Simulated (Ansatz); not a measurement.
## GaSn (hypothetical, Fm-3m): thermal expansion from first principles

Aim: the lattice, expansion, heat capacity and bulk modulus of GaSn (hypothetical) as it warms. The compound is hypothetical: it was made by swapping elements on a known structure type.

Program: Ansatz 0.2.0. Level of theory: DFT PBEsol, scalar-relativistic, plane waves, PAW. Results are calculated unless marked as measured.

## (1) Set-up

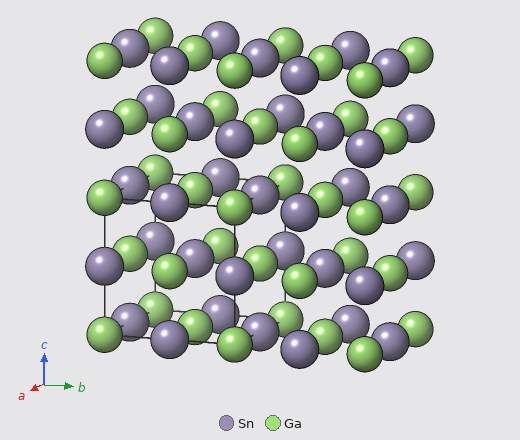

The starting structure, seen from a free direction (tin purple, gallium green). 1×2×2 cells are drawn. This picture shows the conventional cell, with its axes. Some periodic images of atoms are drawn too.

## (2) A first coarse run

Before spending time, one coarse run tells the gap and the pressure of the starting cell.

File input.yaml:

```yaml
crystal:
  lattice:
    - [0.0, 2.14418, 2.14418]
    - [2.14418, 0.0, 2.14418]
    - [2.14418, 2.14418, 0.0]
  atoms:
    - { symbol: Sn, position: [0.5, 0.5, 0.5] }
    - { symbol: Ga, position: [0.0, 0.0, 0.0] }
kpoints:
  mp_grid: { grid: [8, 8, 8] }
hamiltonian:
  xc: pbesol
scf:
  occupations: { method: gaussian, width: 0.1 }
output:
  forces: true
  stress: true
  eigenvalues: true
```

The run is started by

```bash
$ ansatz run input.yaml --threads 4 --pin off --max-ram 8192MiB --backend cpu --events-out ev --progress --plain --runs-dir out
```

Numbers of over 12 decimals in the logs are rounded to 6 here.

What it wrote:

```text
Engine: ansatz 0.2.0, aarch64-unknown-linux-gnu
Pseudopotentials: kind: paw
Pseudopotential: Sn, paw, valence charge 14, recommended cutoff 420 eV (normal), Sn.paw.azcp
Pseudopotential: Ga, paw, valence charge 13, recommended cutoff 420 eV (normal), Ga.paw.azcp
Functional definition: PBEsol
  exchange = pbesol_x
  correlation = pbesol_c
Crystal: 2 atoms, lattice volume = 19.716 Å³
Basis set: ecut = 420 eV, 387 PW (Γ), exchange–correlation on 48×48×48 points (8 copies of the dense FFT grid, shifted against one another)
Bands: 18, of which v1, the nominal top of the filled ones, is band 14 counted from 1 (13 counted from 0)
Symmetry: 48 space group operations
Space group: Fm-3m (ITA 225), of the structure as read, at distance tolerance 2.7e-5 Å
k-points: 29 of 512
Non-local potential: Sn, projectors of the file, l = 0: 2, l = 1: 2, l = 2: 2, l = 3: 2
Non-local potential: Ga, projectors of the file, l = 0: 2, l = 1: 2, l = 2: 3, l = 3: 1
PAW form: soft (Blöchl's): semilocal exchange-correlation on the pseudo side does not see the compensation charge
PAW frozen core: Sn, regenerated for the run's functional, and the local potential with it (the file was generated under x = pbe(κ = 0.804, μ = 0.219515), c = pbe(β = 0.066725))
PAW frozen core: Ga, regenerated for the run's functional, and the local potential with it (the file was generated under x = pbe(κ = 0.804, μ = 0.219515), c = pbe(β = 0.066725))
PAW one-centre angular grid: Sn, 590 points (default); XC on 64 Gauss nodes
PAW one-centre angular grid: Ga, 590 points (default); XC on 64 Gauss nodes
Initial density: superposition of atomic densities (neutral atoms: chi_scale 0, normalization atom), corrected by the library's trained network
Initial wavefunctions: pseudopotential atomic-orbital guess
Functional: x = pbesol(κ = 0.804, μ = 0.123457), c = pbesol(β = 0.046)
SCF iter   1: F=—  HF=-9679.664559 eV  |F-HF|=—  |Δ(HF+E_count)|=         —  Δρ=2.27e-2  dr2=5.72e-2  ethr=1.77e-3  ⟨swp⟩=7.3  Hψ=2817  notcnv=0
preconditioner: auto → none  [insulator: Δε(μ)=0.671 eV  Ē_g=25.351 eV  σ=0.100 eV  W_gap=0.88  n_scr=8 (ndim 8)  ℏωp=43.5 eV  f_vac=0.000  D(μ)=0.49/eV (n_scr^D=0)  ε∞_Penn≈3.9]
SCF iter   2: F=—  HF=-9679.645631 eV  |F-HF|=—  |Δ(HF+E_count)|=   1.89e-2  Δρ=9.11e-3  dr2=5.86e-3  ethr=2.12e-4  ⟨swp⟩=2.4  Hψ=1120  notcnv=0  defer=17
SCF iter   3: F=—  HF=-9679.643961 eV  |F-HF|=—  |Δ(HF+E_count)|=   1.67e-3  Δρ=3.46e-3  dr2=1.30e-3  ethr=2.17e-5  ⟨swp⟩=2.2  Hψ=829  notcnv=0  defer=17
SCF iter   4: F=—  HF=-9679.643808 eV  |F-HF|=—  |Δ(HF+E_count)|=   1.52e-4  Δρ=8.51e-4  dr2=5.55e-5  ethr=4.82e-6  ⟨swp⟩=2.0  Hψ=729  notcnv=0  defer=17
SCF iter   5: F=—  HF=-9679.643826 eV  |F-HF|=—  |Δ(HF+E_count)|=   1.76e-5  Δρ=1.56e-4  dr2=1.90e-6  ethr=2.06e-7  ⟨swp⟩=2.6  Hψ=896  notcnv=0  defer=18
SCF iter   6: F=-9679.643825 eV  HF=-9679.643825 eV  |F-HF|=9.99e-9  |Δ(HF+E_count)|=   3.43e-7  Δρ=1.80e-5  dr2=2.64e-8  ethr=3.70e-10  ⟨swp⟩=9.4  Hψ=3274  notcnv=0
SCF 1 converged in 6 iterations: F = -9679.643825 eV  dr2 = 2.64e-8
  greatest PAW one-centre occupation: 0.996 electrons in one spin orbital (limit 2), on the Ga atom at site 1 (counted from 0), in its partial waves of l = 2
SCF converged after 6 iterations
Free energy (F): -9679.643825 eV
Harris-Foulkes:  -9679.643825 eV  (|F-HF|=9.99e-9)
Internal energy: -9679.641341 eV  (E = F + TS)
E sigma→0 (E₀):  -9679.642583 eV
Entropy (-TS):   -0.002484 eV (-1.242 meV/atom)
Fermi energy:    28.901083 eV
--- Per-component energies (eV) ---
  E_band       = 302.673259
  E_kinetic    = 347.752156
  E_local      = -1437.124220  (includes V_loc(G=0)·N_el)
  E_nonlocal   = 395.979281
  E_hartree    = 964.459530
  E_xc         = -469.634003
  E_vxc        = -182.913980  (∫ρ·V_xc dr)
  E_paw        = -6006.622096  (= ΣΔE_a)
  E_vpaw       = -749.934295  (= ΣTr[D̂ρ^β])
  E_aug_tail   = -0.000154  (compensation charges beyond the density's cutoff)
  E_ewald      = -3475.599651
  E_core_change = 1.147818  (= ΣΔE_core)
  E_smearing   = -0.002484  (= −TS)
  E_closure    = 0.000000  (closes the sum)
  Σ components = -9679.643825   (vs F -9679.643825, Δ=0.00e0)
--- Forces (eV/Å), atoms counted from 1 ---
  atom   1  Sn     0.00000000     0.00000000     0.00000000
  atom   2  Ga    -0.00000000     0.00000000     0.00000000
  max |Σ_I F_I| component: 2.85e-29 eV/Å
--- Stress (GPa, compression-positive) ---
      359.471622      -0.000000       0.000000
        0.000000     359.471622      -0.000000
        0.000000       0.000000     359.471622
  P = ⅓ Tr σ = 359.4716 GPa (3594.716 kbar)
--- Band table (eV; the first three rows and the last of 29) ---
  k-point 0: bands = [... 10 lower, 11.5621, 31.3107, 31.3107, 31.3107, 34.5171, 38.2906, 38.2906, 38.2906]
  k-point 1: bands = [... 10 lower, 11.4128, 28.6511, 31.3194, 31.3194, 34.2554, 38.4295, 38.4295, 39.2088]
  k-point 2: bands = [... 10 lower, 11.0827, 24.0281, 31.4532, 31.4532, 34.3603, 36.4328, 36.4328, 38.2688]
  k-point 28: bands = [... 10 lower, 20.0786, 20.0786, 20.7835, 21.1028, 37.5714, 37.5714, 38.3201, 38.7046]
```

Run time: 0.37 s. Hardware: 4 threads of Arm Neoverse V2, shared host; peak memory 0.27 GiB; 1 s of CPU time.

In the SCF lines HF is the Harris–Foulkes energy and dr2 the Hartree energy of the density residual, in eV; the loop may stop once dr2 is under the threshold and the program's other checks hold. Hψ counts applications of the Hamiltonian.

This step gave:

```
pressure          : 359.5 GPa
volume per atom   : 9.858 Å³
gap on the k-mesh : 0 eV
```

The start is under 359 GPa at this level and looks like a metal on this mesh.

## (3) A loose first relaxation

The start is far from rest, so a relaxation with loose thresholds first brings it near the minimum.

input.yaml: that of step 2 with these lines changed.

```diff
@@ -18 +18,6 @@
   eigenvalues: true
+relax:
+  adjacent_minimum: "off"
+  f_tol: 0.05
+  max_steps: 80
+  cell: { stress_tol: 0.5 }
```

What it wrote:

```text
[...]
Crystal: 2 atoms, lattice volume = 19.716 Å³
Basis set: ecut = 420 eV, 387 PW (Γ), exchange–correlation on 48×48×48 points (8 copies of the dense FFT grid, shifted against one another)
Bands: 18, of which v1, the nominal top of the filled ones, is band 14 counted from 1 (13 counted from 0)
Symmetry: 48 space group operations
[...]
k-points: 29 of 512
[...]
SCF iter   1: F=—  HF=-9679.664559 eV  |F-HF|=—  |Δ(HF+E_count)|=         —  Δρ=2.27e-2  dr2=5.72e-2  ethr=1.77e-3  ⟨swp⟩=7.3  Hψ=2817  notcnv=0
[...]
SCF iter   6: F=-9679.643825 eV  HF=-9679.643825 eV  |F-HF|=9.99e-9  |Δ(HF+E_count)|=   3.43e-7  Δρ=1.80e-5  dr2=2.64e-8  ethr=3.70e-10  ⟨swp⟩=9.4  Hψ=3274  notcnv=0
SCF 1 converged in 6 iterations: F = -9679.643825 eV  dr2 = 2.64e-8
[...]
relax step   1: F+E_penalty+E_count = -9679.64382547 eV  Δ(F+E_penalty+E_count) = +0.000e0 eV  max|allowed force component| = 1.676e-29 eV/Å  Δτ_max = 0.0000 Å  P = +359.472 GPa  Ω = 19.716 Å³  (6 SCF iters, dr2 threshold 1.00e-7 eV, accepted)
Crystal: 2 atoms, lattice volume = 22.742 Å³
Basis set: ecut = 420 eV, 459 PW (Γ), exchange–correlation on 48×48×48 points (8 copies of the dense FFT grid, shifted against one another)
[...]
iter 1 solved again at ethr=1.56e-4 eV; its pass at ethr=3.10e-3 eV (dr2=4.22e-2 eV) is discarded
[...]
SCF iter   6: F=-9684.900918 eV  HF=-9684.900918 eV  |F-HF|=5.27e-8  |Δ(HF+E_count)|=   9.16e-7  Δρ=2.65e-5  dr2=8.49e-8  ethr=7.41e-10  ⟨swp⟩=6.3  Hψ=3141  notcnv=0
SCF 2 converged in 6 iterations: F = -9684.900918 eV  dr2 = 8.49e-8
[...]
relax step   2: F+E_penalty+E_count = -9684.90091768 eV  Δ(F+E_penalty+E_count) = -5.257e0 eV  max|allowed force component| = 2.370e-29 eV/Å  Δτ_max = 0.0000 Å  P = +212.624 GPa  Ω = 22.742 Å³  energy of the carried Pulay correction = -9.829e-3 eV  (6 SCF iters, dr2 threshold 2.00e-7 eV, accepted)
Crystal: 2 atoms, lattice volume = 26.063 Å³
Basis set: ecut = 420 eV, 531 PW (Γ), exchange–correlation on 48×48×48 points (8 copies of the dense FFT grid, shifted against one another)
[...]
SCF iter   6: F=-9688.293976 eV  HF=-9688.293976 eV  |F-HF|=3.10e-8  |Δ(HF+E_count)|=   2.66e-6  Δρ=2.18e-5  dr2=4.83e-8  ethr=7.41e-10  ⟨swp⟩=6.0  Hψ=3053  notcnv=0
SCF 3 converged in 6 iterations: F = -9688.293976 eV  dr2 = 4.83e-8
[...]
relax step   3: F+E_penalty+E_count = -9688.29397572 eV  Δ(F+E_penalty+E_count) = -3.393e0 eV  max|allowed force component| = 5.391e-29 eV/Å  Δτ_max = 0.0000 Å  P = +123.862 GPa  Ω = 26.063 Å³  energy of the carried Pulay correction = -1.913e-2 eV  (6 SCF iters, dr2 threshold 2.00e-7 eV, accepted)
[... from here on, the SCF cycles and remarks between the steps are left out ...]
relax step   4: F+E_penalty+E_count = -9690.39256092 eV  Δ(F+E_penalty+E_count) = -2.099e0 eV  max|allowed force component| = 1.249e-29 eV/Å  Δτ_max = 0.0000 Å  P = +66.952 GPa  Ω = 29.693 Å³  energy of the carried Pulay correction = -2.790e-2 eV  (6 SCF iters, dr2 threshold 2.00e-7 eV, accepted)
relax step   5: F+E_penalty+E_count = -9691.54863898 eV  Δ(F+E_penalty+E_count) = -1.156e0 eV  max|allowed force component| = 1.785e-29 eV/Å  Δτ_max = 0.0000 Å  P = +26.813 GPa  Ω = 33.750 Å³  energy of the carried Pulay correction = -3.634e-2 eV  (6 SCF iters, dr2 threshold 2.00e-7 eV, accepted)
relax step   6: F+E_penalty+E_count = -9691.78297216 eV  Δ(F+E_penalty+E_count) = -2.343e-1 eV  max|allowed force component| = 1.110e-28 eV/Å  Δτ_max = 0.0000 Å  P = -8.206 GPa  Ω = 38.162 Å³  energy of the carried Pulay correction = -4.423e-2 eV  (6 SCF iters, dr2 threshold 2.00e-7 eV, accepted)
relax step   7: F+E_penalty+E_count = -9691.81312863 eV  Δ(F+E_penalty+E_count) = -3.016e-2 eV  max|allowed force component| = 1.065e-29 eV/Å  Δτ_max = 0.0000 Å  P = +0.265 GPa  Ω = 37.028 Å³  energy of the carried Pulay correction = -4.232e-2 eV  (5 SCF iters, dr2 threshold 2.00e-7 eV, accepted)
relax step   8: F+E_penalty+E_count = -9692.37972817 eV  Δ(F+E_penalty+E_count) = -5.666e-1 eV  max|allowed force component| = 1.926e-29 eV/Å  Δτ_max = 0.0000 Å  P = +20.741 GPa  Ω = 37.028 Å³  stress off target by 2.07e1 GPa  SCF on the basis re-selected at this cell (its energy is not comparable with the rows above)  (7 SCF iters)
relax step   9: F+E_penalty+E_count = -9692.65360213 eV  Δ(F+E_penalty+E_count) = -2.739e-1 eV  max|allowed force component| = 3.131e-29 eV/Å  Δτ_max = 0.0000 Å  P = +11.839 GPa  Ω = 39.789 Å³  energy of the carried Pulay correction = -1.395e-3 eV  (6 SCF iters, dr2 threshold 2.00e-7 eV, accepted)
relax step  10: F+E_penalty+E_count = -9692.84230610 eV  Δ(F+E_penalty+E_count) = -1.887e-1 eV  max|allowed force component| = 1.624e-29 eV/Å  Δτ_max = 0.0000 Å  P = +2.909 GPa  Ω = 44.161 Å³  energy of the carried Pulay correction = -4.583e-3 eV  (6 SCF iters, dr2 threshold 2.00e-7 eV, accepted)
relax step  11: F+E_penalty+E_count = -9692.85786884 eV  Δ(F+E_penalty+E_count) = -1.556e-2 eV  max|allowed force component| = 1.680e-29 eV/Å  Δτ_max = 0.0000 Å  P = +0.478 GPa  Ω = 45.799 Å³  energy of the carried Pulay correction = -5.966e-3 eV  (6 SCF iters, dr2 threshold 2.00e-7 eV, accepted)
[...]
SCF iter   6: F=-9692.861077 eV  HF=-9692.861077 eV  |F-HF|=1.33e-10  |Δ(HF+E_count)|=   2.93e-9  Δρ=1.28e-6  dr2=7.97e-10  ethr=7.41e-12  ⟨swp⟩=4.7  Hψ=1710  notcnv=0
SCF 12 converged in 6 iterations: F = -9692.861077 eV  dr2 = 7.97e-10
relax step  12: F+E_penalty+E_count = -9692.86107706 eV  Δ(F+E_penalty+E_count) = -3.208e-3 eV  max|allowed force component| = 1.706e-29 eV/Å  Δτ_max = 0.0000 Å  P = +0.462 GPa  Ω = 45.799 Å³  stress off target by 4.62e-1 GPa  SCF on the basis re-selected at this cell (its energy is not comparable with the rows above)  (6 SCF iters)
[...]
SCF converged after 6 iterations
Free energy (F): -9692.861077 eV
[...]
Internal energy: -9692.854796 eV  (E = F + TS)
E sigma→0 (E₀):  -9692.857936 eV
Entropy (-TS):   -0.006281 eV (-3.141 meV/atom)
Fermi energy:    10.072326 eV
[...]
--- Stress (GPa, compression-positive) ---
        0.462482       0.000000       0.000000
        0.000000       0.462482       0.000000
        0.000000       0.000000       0.462482
  P = ⅓ Tr σ = 0.4625 GPa (4.625 kbar)
--- Band table (eV; the first three rows and the last of 29) ---
  k-point 0: bands = [... 10 lower, -1.0504, 11.3876, 11.3876, 11.3876, 11.9821, 17.0495, 17.0495, 17.0495]
  k-point 1: bands = [... 10 lower, -0.8297, 9.2405, 11.3778, 11.3778, 13.3651, 16.2243, 16.2243, 16.6115]
  k-point 2: bands = [... 10 lower, -0.1676, 6.7468, 11.4357, 11.4357, 13.6549, 14.6668, 14.6668, 15.4942]
  k-point 28: bands = [... 10 lower, 3.5859, 4.4684, 6.4970, 6.4970, 13.8155, 14.1687, 17.4034, 17.4034]
--- Relaxed structure (10 steps of the walk, 10 accepted, 2 SCFs on fresh bases) ---
  F+E_penalty+E_count = -9692.86107706 eV   max|allowed force component| = 1.706e-29 eV/Å   (the final SCF, on the basis selected at the relaxed cell)
  cell:  # Å, volume = 45.7990 Å³
    - [0, 2.839719, 2.839719]
    - [2.839719, 0, 2.839719]
    - [2.839719, 2.839719, 0]
  atoms:
    - { symbol: Sn, position: [0.5, 0.5, 0.5] }
    - { symbol: Ga, position: [0, 0, 0] }
```

The job ended after 3.9 s (4 threads; peak memory 0.31 GiB; 13 s of CPU time).

Step by step:

```tsv
step	energy less that of the first step (eV)	largest force component (eV/Å)	pressure (GPa)	volume (Å³)
1	0.0000	0.0000	359.47	19.72
2	-5.2571	0.0000	212.62	22.74
3	-8.6502	0.0000	123.86	26.06
4	-10.7487	0.0000	66.95	29.69
5	-11.9048	0.0000	26.81	33.75
6	-12.1391	0.0000	-8.21	38.16
7	-12.1693	0.0000	0.27	37.03
8*	-12.7359	0.0000	20.74	37.03
9	-13.0098	0.0000	11.84	39.79
10	-13.1985	0.0000	2.91	44.16
11	-13.2140	0.0000	0.48	45.80
12*	-13.2173	0.0000	0.46	45.80
```

Relaxation steps marked * repeat the geometry before them on a plane-wave basis chosen anew for their cell, so energy and pressure can jump there.

Forces are held to the 48 operations that the run works with; a distortion that breaks them can't arise in this run.

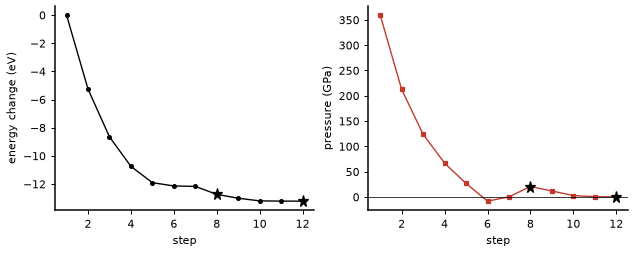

Energy and pressure along the relaxation. Stars mark steps on a basis chosen anew.

```tsv
cell as run	before	after	change
a (Å)	3.032	4.016	+32.4 %
b (Å)	3.032	4.016	+32.4 %
c (Å)	3.032	4.016	+32.4 %
volume (Å³/atom)	9.86	22.90	+132.3 %
```

The relaxed structure:

```xyz
2
Lattice="0.0000 2.8397 2.8397 2.8397 0.0000 2.8397 2.8397 2.8397 0.0000" Properties=species:S:1:pos:R:3 pbc="T T T"
Sn    2.8397    2.8397    2.8397
Ga    0.0000    0.0000    0.0000
```

Numbers from this step:

```yaml
pressure: 0.4625 GPa
volume_per_atom: 22.90 Å³
```

The relaxation ends with a pressure of 0.46 GPa.

## (4) Finding the static equilibrium

Phonons are second derivatives about a minimum, so cell and atoms are relaxed first, inside the symmetry of the start.

input.yaml, the sections that differ from step 3:

```yaml
crystal:
  lattice:
    - [0.0, 2.839718723, 2.839718723]
    - [2.839718723, 0.0, 2.839718723]
    - [2.839718723, 2.839718723, 0.0]
  atoms:
    - { symbol: Sn, position: [0.5, 0.5, 0.5] }
    - { symbol: Ga, position: [0.0, 0.0, 0.0] }
kpoints:
  mp_grid: { grid: [12, 12, 12] }
relax:
  adjacent_minimum: "off"
  f_tol: 0.005
  max_steps: 80
  cell: { stress_tol: 0.05 }
# hamiltonian, scf, output: as in step 3
```

What it wrote:

```text
[...]
Crystal: 2 atoms, lattice volume = 45.799 Å³
Basis set: ecut = 420 eV, 893 PW (Γ), exchange–correlation on 54×54×54 points (8 copies of the dense FFT grid, shifted against one another)
Bands: 18, of which v1, the nominal top of the filled ones, is band 14 counted from 1 (13 counted from 0)
Symmetry: 48 space group operations
[...]
k-points: 72 of 1728
[...]
k-point 71: bands = [... 10 lower, 3.5413, 4.4235, 6.4625, 6.4625, 13.7502, 14.1046, 17.3482, 17.3482]
--- Relaxed structure (3 steps of the walk, 3 accepted, 1 SCFs on fresh bases) ---
[...]
cell:  # Å, volume = 45.9553 Å³
    - [0, 2.842945, 2.842945]
    - [2.842945, 0, 2.842945]
    - [2.842945, 2.842945, 0]
  atoms:
    - { symbol: Sn, position: [0.5, 0.5, 0.5] }
    - { symbol: Ga, position: [0, 0, 0] }
[key lines of the parts left out:]
SCF converged after 5 iterations
Free energy (F): -9692.857591 eV
Fermi energy:    10.025777 eV
P = ⅓ Tr σ = -0.0009 GPa (-0.009 kbar)
```

It took 2.9 s on 4 threads; peak memory 0.36 GiB.

Step by step:

```tsv
step	energy less that of the first step (eV)	largest force component (eV/Å)	pressure (GPa)	volume (Å³)
1	0.0000	0.0000	0.19	45.80
2	0.0000	0.0000	-0.09	46.03
3	-0.0001	0.0000	0.00	45.96
4*	-0.0001	0.0000	0.00	45.96
```

Relaxation steps marked * repeat the geometry before them on a plane-wave basis chosen anew for their cell, so energy and pressure can jump there.

The run keeps the 48 symmetry operations that it works with, so distortions that break them were not tested.

```tsv
conventional cell, symmetrised	before	after	change
a (Å)	5.679	5.686	+0.1 %
b (Å)	5.679	5.686	+0.1 %
c (Å)	5.679	5.686	+0.1 %
volume (Å³/atom)	22.90	22.98	+0.3 %
```

The relaxed structure:

```xyz
2
Lattice="0.0000 2.8429 2.8429 2.8429 0.0000 2.8429 2.8429 2.8429 0.0000" Properties=species:S:1:pos:R:3 pbc="T T T"
Sn    2.8429    2.8429    2.8429
Ga    0.0000    0.0000    0.0000
```

Numbers from this step:

| Item | Value |
| --- | --- |
| pressure | -9.33e-4 GPa |
| volume per atom | 22.98 Å³ |

The cell grew by 0.3 % in volume.

## (5) Relaxing to small residual forces and stress

The relaxation is repeated with tighter thresholds on force and stress, since phonons are sensitive to what is left; a change of mesh or smearing in the input moves the cell too.

input.yaml, the sections that differ from step 4:

```yaml
crystal:
  lattice:
    - [0.0, 2.8429452195, 2.8429452195]
    - [2.8429452195, 0.0, 2.8429452195]
    - [2.8429452195, 2.8429452195, 0.0]
  atoms:
    - { symbol: Sn, position: [0.5, 0.5, 0.5] }
    - { symbol: Ga, position: [0.0, 0.0, 0.0] }
scf:
  occupations: { method: methfessel_paxton, width: 0.2 }
relax:
  adjacent_minimum: "off"
  f_tol: 0.001
  max_steps: 60
  cell: { stress_tol: 0.01 }
# kpoints, hamiltonian, output: as in step 4
```

What it wrote:

```text
[...]
Crystal: 2 atoms, lattice volume = 45.955 Å³
Basis set: ecut = 420 eV, 893 PW (Γ), exchange–correlation on 54×54×54 points (8 copies of the dense FFT grid, shifted against one another)
Bands: 18, of which v1, the nominal top of the filled ones, is band 14 counted from 1 (13 counted from 0)
Symmetry: 48 space group operations
[...]
k-points: 72 of 1728
[...]
k-point 71: bands = [... 10 lower, 3.5412, 4.4235, 6.4625, 6.4625, 13.7501, 14.1046, 17.3482, 17.3482]
--- Relaxed structure (1 steps of the walk, 1 accepted, 1 SCFs on fresh bases) ---
[...]
cell:  # Å, volume = 45.9553 Å³
    - [0.0, 2.8429452195, 2.8429452195]
    - [2.8429452195, 0.0, 2.8429452195]
    - [2.8429452195, 2.8429452195, 0.0]
  atoms:
    - { symbol: Sn, position: [0.5, 0.5, 0.5] }
    - { symbol: Ga, position: [0.0, 0.0, 0.0] }
[key lines of the parts left out:]
SCF converged after 7 iterations
Free energy (F): -9692.855017 eV
Fermi energy:    10.018678 eV
P = ⅓ Tr σ = 0.0084 GPa (0.084 kbar)
```

Run time: 1.7 s. Hardware: 4 threads; peak memory 0.37 GiB.

Little changed from the start: no atom moved by 0.005 Å and no cell edge by 0.1 %.

This step gave:

```
pressure : 0.008375 GPa
```

The residual pressure is 0.0084 GPa, small enough for phonons.

(Continued in part 2 of 3.)

[Logs are printed without paths, hosts, clocks, repeated set-up lines and the standing remarks that a program may print on its own settings, such as how far it seeks lower states.]

[Hosts, paths, dates, database ids (printed as entryN), source tags and the programs' standing remarks are cut or masked in the printed files.]

[A step with changed settings may run another functional than the one named; its input shows which.]

[Pressures of single members of a volume series are the stress at the run's cutoff; with an incomplete basis they can lie off −dE/dV of the same runs, and they are not shown converged.]
